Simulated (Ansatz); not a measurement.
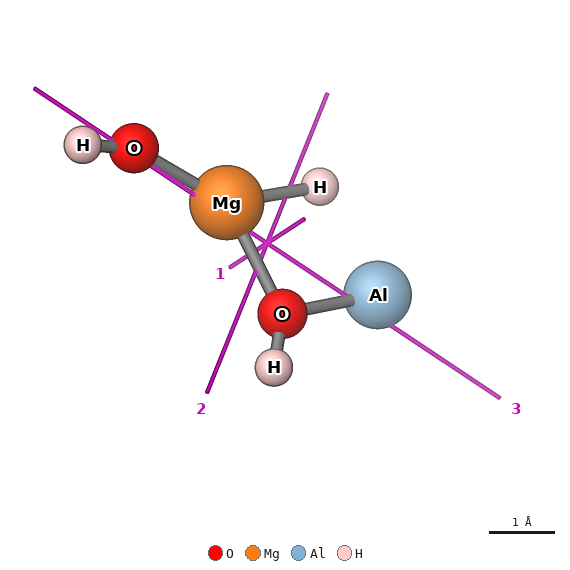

The three principal axes of inertia are drawn and numbered. Distant atoms are faded towards the background colour. The geometry was computed by an optimisation with PBE0-D4/def2-TZVP. No frequency run is at hand to confirm it as a minimum. Masses are those of the most abundant isotopes; constants are for the rigid equilibrium geometry.

**Which line is the a axis (least moment of inertia), which b and which c?**

a is line 3, b is line 2, c is line 1; the moments are 24.8, 262, 287 u Å².

**What kind of rotor is it, and what are its rotational constants in GHz?**

An asymmetric top (Cs): A = 20.4, B = 1.93, C = 1.76 GHz. Ray's parameter κ is −0.98, close to the prolate limit.
